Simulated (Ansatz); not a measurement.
**BH3Cl− (SMILES [H][B-]([H])([H])Cl) at 6 levels**

Aim: a comparison of 6 runs (B3LYP/STO-3G, CAM-B3LYP/STO-3G, PBE0/STO-3G, wB97X/STO-3G, MP2/STO-3G, UCCSD(T)/STO-3G) of BH3Cl−. 

Program for the calculation: Ansatz 0.2.0.

6 further runs of the same task are left out: 6 that didn't finish.

**1. The system as given**

The species is BH3Cl− (5 atoms), meant as a singlet with charge -1. SMILES: `[H][B-]([H])([H])Cl`. The H3–B1 distance was set to 1.811 Å, away from the relaxed value. At this shape a bond of the SMILES string is far longer than usual.

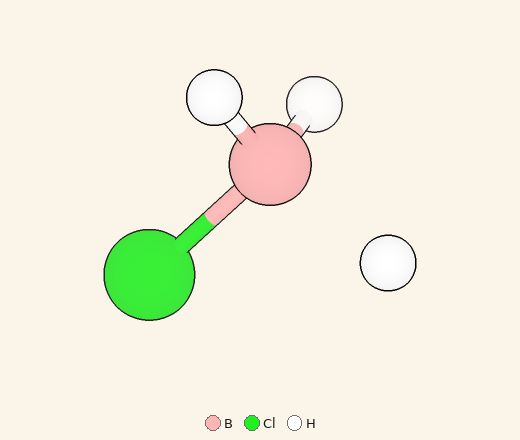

The structure, seen from a chosen angle (boron pink, chlorine green, hydrogen white).

**2. The energy at B3LYP/STO-3G (run 1)**

The input, input.yaml:

```yaml
crystal:
  periodic: [false, false, false]
  atoms:
    - {symbol: B, position_ang: [-0.578058, -0.003245, 0.010601]}
    - {symbol: Cl, position_ang: [-0.563178, -0.026015, 1.884941]}
    - {symbol: H, position_ang: [1.152300, 0.011380, -0.522240]}
    - {symbol: H, position_ang: [-1.163418, 1.000825, -0.319389]}
    - {symbol: H, position_ang: [-1.154758, -1.002455, -0.343469]}
basis:
  gaussian: {orbitals: STO-3G}
total_charge: -1
hamiltonian: {xc: {name: B3LYP}}
accuracy: high
```

On the command line:

```bash
$ ansatz run input.yaml --threads 1 --pin off --max-ram 2610MiB --events-out events.jsonl --progress --plain --runs-dir runs
```

Log:

```text
Warning: RAYON_NUM_THREADS=1 ignored (pool sized by the plan → 1); use --threads N
Functional definition: B3LYP
  name "B3LYP"
  parameter a0 = 0.2
  parameter ax = 0.72
  parameter ac = 0.81
  exchange = (1 - a0 - ax)*slater_x + ax*b88_x + a0*exact_x
  correlation = (1 - ac)*vwn_rpa_c + ac*lyp_c
281 factors; integrals over basis functions are off by at most 3.5e-8 eV
mean field evaluation 1: about -13098.7912 eV, gradient 1.8e1 eV
mean field evaluation 2: about -13097.6515 eV, gradient 2.6e1 eV
mean field evaluation 4: about -13100.4375 eV, gradient 9.4e-2 eV
mean field evaluation 8: about -13100.3835 eV, gradient 7.4e-4 eV
mean field -13100.38349357 eV, -481.4302136297 hartree, gradient 3.3e-9 eV, S^2 0.000000; 0 other end points of the search recorded, 0 dependent functions left out
reference -13100.38351907 eV, -481.4302145668 hartree; 13, 13 occupied and 4, 4 virtual orbitals, 281 factors
Total energy: -13100.38351907 eV, -481.4302145668 hartree
```

Run time: 1.3 s. Hardware: 1 thread of Intel Xeon Platinum 8259CL at 2.50GHz (Skylake/Cascade Lake), shared host; peak memory 0.11 GiB.

**3. A single-point energy at CAM-B3LYP/STO-3G (run 2)**

The input, molecule.yaml:

```yaml
crystal:
  periodic: [false, false, false]
  atoms:
    - {symbol: B, position_ang: [-0.578058, -0.003245, 0.010601]}
    - {symbol: Cl, position_ang: [-0.563178, -0.026015, 1.884941]}
    - {symbol: H, position_ang: [1.152300, 0.011380, -0.522240]}
    - {symbol: H, position_ang: [-1.163418, 1.000825, -0.319389]}
    - {symbol: H, position_ang: [-1.154758, -1.002455, -0.343469]}
basis:
  gaussian:
    orbitals: STO-3G
total_charge: -1
magnetization:
  spin_polarized: false
hamiltonian:
  xc: {name: CAM-B3LYP}
accuracy: high
```

On the command line:

```bash
$ ansatz run molecule.yaml --threads 1 --pin off --max-ram 2610MiB --events-out events.jsonl --progress --plain --runs-dir runs
```

Log:

```text
Warning: RAYON_NUM_THREADS=1 ignored (pool sized by the plan → 1); use --threads N
Functional definition: CAM-B3LYP
  name "CAM-B3LYP"
  parameter alpha = 0.19
  parameter beta = 0.46
  parameter omega = 0.33/bohr
[... 1 set-up line as earlier in the session ...]
  exchange = (1 - alpha - beta)*b88_x + beta*b88_x_sr(omega) + alpha*exact_x + beta*exact_x_lr(omega)
  correlation = (1 - ac)*vwn5_c + ac*lyp_c
281 factors; integrals over basis functions are off by at most 3.5e-8 eV
147 factors; integrals over basis functions are off by at most 8.0e-10 eV
mean field evaluation 1: about -13097.3886 eV, gradient 1.9e1 eV
mean field evaluation 2: about -13098.1919 eV, gradient 1.6e1 eV
mean field evaluation 4: about -13099.2174 eV, gradient 8.9e-2 eV
mean field evaluation 8: about -13099.1617 eV, gradient 1.1e-4 eV
mean field -13099.16168627 eV, -481.3853130396 hartree, gradient 3.2e-8 eV, S^2 0.000000; 0 other end points of the search recorded, 0 dependent functions left out
reference -13099.16169867 eV, -481.3853134953 hartree; 13, 13 occupied and 4, 4 virtual orbitals, 281 factors
Total energy: -13099.16169867 eV, -481.3853134953 hartree
```

It took 1.8 s on 1 thread of Intel Xeon Platinum 8259CL at 2.50GHz (Skylake/Cascade Lake), shared host; peak memory 0.11 GiB.

Runs 3 to 4 aren't shown in full; the table further down has their settings and results.

**4. A single-point energy at MP2/STO-3G (run 5)**

molecule.yaml, as its differences from that of step 3:

```diff
@@ -12,6 +12,5 @@
 total_charge: -1
-magnetization:
-  spin_polarized: false
-hamiltonian:
-  xc: {name: CAM-B3LYP}
+correlation:
+  method: mp2
+  frozen_orbitals: {B: 1, Cl: 5, H: 0}
 accuracy: high
```

On the command line:

```bash
$ ansatz run molecule.yaml --threads 1 --pin off --max-ram 2610MiB --events-out events.jsonl --progress --plain --runs-dir runs
```

Log:

```text
Warning: RAYON_NUM_THREADS=1 ignored (pool sized by the plan → 1); use --threads N
Functional definition: HF
  name "HF"
  exchange = exact_x
  correlation = 0
281 factors; integrals over basis functions are off by at most 3.5e-8 eV
mean field evaluation 1: about -13074.3984 eV, gradient 1.8e1 eV
mean field evaluation 2: about -13074.4455 eV, gradient 1.8e1 eV
mean field evaluation 4: about -13076.2157 eV, gradient 1.1e0 eV
mean field evaluation 8: about -13076.2195 eV, gradient 1.8e-4 eV
mean field -13076.21950340 eV, -480.5422033702 hartree, gradient 1.5e-8 eV, S^2 0.000000; 0 other end points of the search recorded, 0 dependent functions left out
6 core orbitals not correlated: weight in the atoms' cores, before any rotation towards them, 1.000 or more for the frozen orbitals, at most 0.000 for the correlated occupied ones
reference -13076.21950340 eV, -480.5422033702 hartree; 7, 7 occupied and 4, 4 virtual orbitals, 281 factors
second order -1.64184615 eV of doubles, -0.00000000 eV of singles
Total energy: -13077.86134956 eV, -480.6025401035 hartree
```

Wall time 0.33 s (1 thread of Intel Xeon Platinum 8259CL at 2.50GHz (Skylake/Cascade Lake), shared host).

**5. The energy at UCCSD(T)/STO-3G (run 6)**

The input, in.yaml:

```yaml
crystal:
  periodic: [false, false, false]
  atoms:
    - {symbol: B, position_ang: [-0.578058, -0.003245, 0.010601]}
    - {symbol: Cl, position_ang: [-0.563178, -0.026015, 1.884941]}
    - {symbol: H, position_ang: [1.152300, 0.011380, -0.522240]}
    - {symbol: H, position_ang: [-1.163418, 1.000825, -0.319389]}
    - {symbol: H, position_ang: [-1.154758, -1.002455, -0.343469]}
basis:
  gaussian: {orbitals: STO-3G}
total_charge: -1
magnetization: {spin_polarized: true}
correlation: {method: ccsd_t, frozen_orbitals: {B: 1, Cl: 5, H: 0}}
accuracy: high
scf: {omitted_lower_state_checks: [cluster_reference, increment]}
```

On the command line:

```bash
$ ansatz run in.yaml --threads 1 --pin off --max-ram 2610MiB --events-out events.jsonl --progress --plain --runs-dir runs
```

Log, cut to the lines that bear on the results:

```text
Warning: RAYON_NUM_THREADS=1 ignored (pool sized by the plan → 1); use --threads N
[... 2 set-up lines as earlier in the session ...]
[...]
281 factors; integrals over basis functions are off by at most 3.5e-8 eV
[...]
mean field -13076.21950340 eV, -480.5422033702 hartree, gradient 9.9e-9 eV, S^2 0.000000; 2 other end points of the search recorded, 0 dependent functions left out
6 core orbitals not correlated: weight in the atoms' cores, before any rotation towards them, 1.000 or more for the frozen orbitals, at most 0.000 for the correlated occupied ones
reference -13076.21950340 eV, -480.5422033702 hartree; 7, 7 occupied and 4, 4 virtual orbitals, 281 factors
second order -1.64184615 eV of doubles, -0.00000000 eV of singles
cycle   1  -2.08592206 eV  change   -4.4e-1 eV  update   6.9e-2
[...]
cycle  18  -2.39263971 eV  change   -1.4e-9 eV  update  8.5e-10
perturbative correction -0.02375569 eV, -0.0008730054 hartree
Total energy: -13078.63589881 eV, -480.6310042633 hartree
Checks for a lower state left out: cluster_reference, increment
```

Run time: 0.53 s. Hardware: 1 thread of Intel Xeon Platinum 8259CL at 2.50GHz (Skylake/Cascade Lake), shared host.

**6. Overview of the runs**

```
run             level  frozen core orbitals  energy (Eh)  wall time
  1      B3LYP/STO-3G                     –  -481.430215      1.3 s
  2  CAM-B3LYP/STO-3G                     –  -481.385313      1.8 s
  3       PBE0/STO-3G                     –  -481.248782      1.2 s
  4      wB97X/STO-3G                     –  -481.426526      5.1 s
  5        MP2/STO-3G                     6  -480.602540     0.33 s
  6   UCCSD(T)/STO-3G                     6  -480.631004     0.53 s
```

**7. What came out**

```
                                          quantity          value
                               run 6: total energy  -480.63100 Eh
run 6: correlation energy (6 core orbitals frozen)      -88.8 mEh
                             run 6: (T) correction      -0.87 mEh
                              run 6: T1 diagnostic          0.012
```

**Reading.** Totals of different functionals can't be ranked against each other. In runs 1, 2, 3, 4, 5, 6 the basis is minimal, so the values are rough. All runs together took 10 s, the longest 5.1 s.
